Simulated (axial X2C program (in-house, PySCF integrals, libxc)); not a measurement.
# All-electron X2C curves of HgF⁺

Aim: find the lowest determinant of HgF⁺, scan the bond at several levels and fit the constants, once spin-free and once with spin–orbit coupling.

Program: an in-house X2C program for linear molecules on PySCF integrals. Level of theory: all-electron X2C, Hg dyall-v3z, F dyall-v3z. These are calculated values, not measurements.

### Step 1. The job

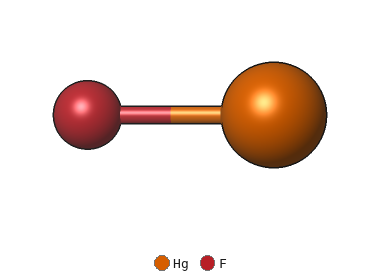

The two atoms at 1.970 Å (mercury orange, fluorine red).

task.json reads:

```json
{"zs": [80, 9], "q": 1, "bas": ["dyall-v3z", "dyall-v3z"], "levels": ["PBE0", "HF", "PBEsol", "B97-3"], "cc": false, "r0": 1.97, "npts": 10, "nst": 2, "ntry": 6}
```

Keys: zs atomic numbers; q charge; bas basis sets; levels methods (HF also brings MP2); cc coupled cluster on or off; r0 starting distance in Å; npts points asked for on the curve; nst determinants followed; ntry starts of the search.

On the command line:

```console
$ python so2c.py task.json out
```

Spin-free means the one-electron spin-free X2C Hamiltonian; two-component (2c) means X2C with spin–orbit coupling and atomic mean-field two-electron Coulomb and Gaunt terms. Basis: Hg dyall-v3z contracted to [13s14p9d6f2g], F dyall-v3z contracted to [6s5p2d1f]; Gaussian nuclei, density fitting. Masses: Hg 201.971 u, F 18.998 u.

Notation: σ, π±, δ± give the projection m of an orbital's angular momentum (0, ±1, ±2), α and β its spin, Λ and M_S the sums; ω is the projection of a spinor's total angular momentum and Ω the sum. Logs are in hartree.

After this run come: PBE0, spin-free; HF, spin-free; PBEsol, spin-free; B97-3, spin-free; PBE0, 2c; HF, 2c; PBEsol, 2c; B97-3, 2c.

Q: Predict the outcome of this session. Wanted: for each run, Hamiltonian; Re; ωe; De; μ.

**Answer**, as computed:

Lowest determinant that the search found at its distance, spin-free: M_S = 0, Λ = 0 (closed shell).

Lowest determinant that the search found at its distance, 2c: Ω = 0 (closed shell).

| Hamiltonian | level | Re (Å) | ωe (cm⁻¹) | De (eV) | μ (D) |
| --- | --- | --- | --- | --- | --- |
| spin-free | PBE0 | 1.911 | 609 | 1.64 | -3.72 |
| spin-free | HF | 1.908 | 660 | -0.316 | -5.27 |
| spin-free | MP2 | 1.908 | 620 | 1.69 | n/a |
| spin-free | PBEsol | 1.910 | 593 | 2.48 | -3.10 |
| spin-free | B97-3 | 1.924 | 593 | 1.65 | -3.83 |
| 2c | PBE0 | 1.908 | 612 | 1.66 | -3.69 |
| 2c | HF | 1.906 | 662 | -0.314 | -5.24 |
| 2c | MP2 | 1.906 | 622 | 1.70 | n/a |
| 2c | PBEsol | 1.907 | 597 | 2.51 | -3.07 |
| 2c | B97-3 | 1.921 | 596 | 1.67 | -3.80 |

Dipoles are positive if F is the positive end and refer to the centre of mass.

What this shows: At MP2, going from spin-free to two-component changes Re by -3 mÅ, ωe by +0.2 %, which is small (part of it comes from the scalar share of the two-electron terms). It costs about 1.6 times the time. De moves by +0.01 eV; both De rest on single-determinant atoms, which can miss part of an open shell's spin–orbit lowering. De is negative at HF: there the minimum lies above the ground-state fragments.

De refers to Hg+ + F, each in the lowest determinant found, which need not be this curve's own limit. Each curve is one determinant whose occupation by symmetry is held fixed; it was picked as the lowest of a PBE0 search that is not exhaustive. The closed shell is kept restricted; where the fragments are open shells, the energy then runs too high at long range. Dissociation energies refer to the lowest single-determinant-based atoms at the same level and basis.
